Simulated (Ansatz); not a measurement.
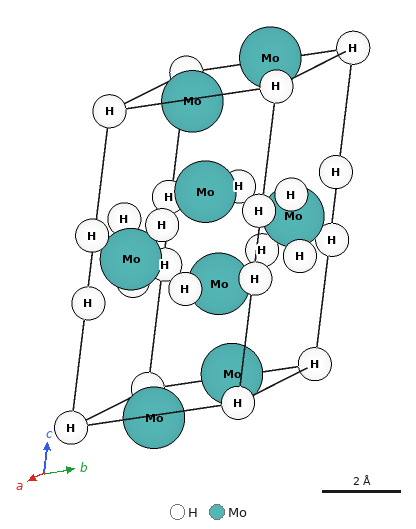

The figure gives a spheres-only picture of the atoms, viewed slightly off an axis. The frame is the simulation cell; atoms at its boundary are shown with their periodic copies.

```xyz
13
Lattice="4.3837 0.0000 0.0000 -2.1918 3.7964 0.0000 -2.1918 1.2655 7.8831" Properties=species:S:1:pos:R:3 pbc="T T T"
H     0.0000    0.0000    0.0000
Mo    0.0000    2.5309    2.7118
Mo    0.0000    2.5309    5.1713
H    -2.1918    2.3272    4.8008
H    -0.9195    4.5310    4.8008
H    -3.4642    4.5310    4.8008
H     0.9195    0.5309    3.0823
H     2.1918    2.7346    3.0823
H     3.4642    0.5309    3.0823
Mo    0.0000    2.5309    0.2996
Mo    0.0000    2.5309    7.5835
Mo   -2.1918    3.7964    3.9494
Mo    2.1918    1.2655    3.9337
```

The numbers come from DFT, PAW plane waves, r2SCAN in Ansatz 0.2.0, using plane-wave cutoff 500 eV, a 9×9×4 sampling of the Brillouin zone, Fermi-Dirac smearing of 0.1 eV, no spin polarisation. The pressure of the cell is 51 GPa.

> What charge does Bader's analysis assign to each element?

Mo +0.12 to +0.65 e; H -0.37 e.

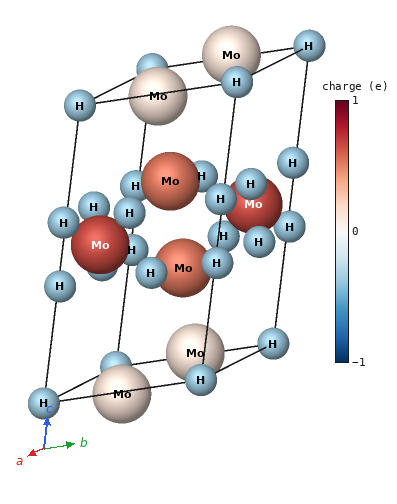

The atoms coloured by those charges.

The geometry is that of a generated cell, made by putting these elements into a known structure type (the compound may or may not exist in this form), without relaxation. It went into a calculation with Ansatz.

At this level of theory the cell isn't at rest (compressed, at 51 GPa and forces up to 15.7 eV/Å), so its distances can differ from those at equilibrium, the more so the softer the solid.
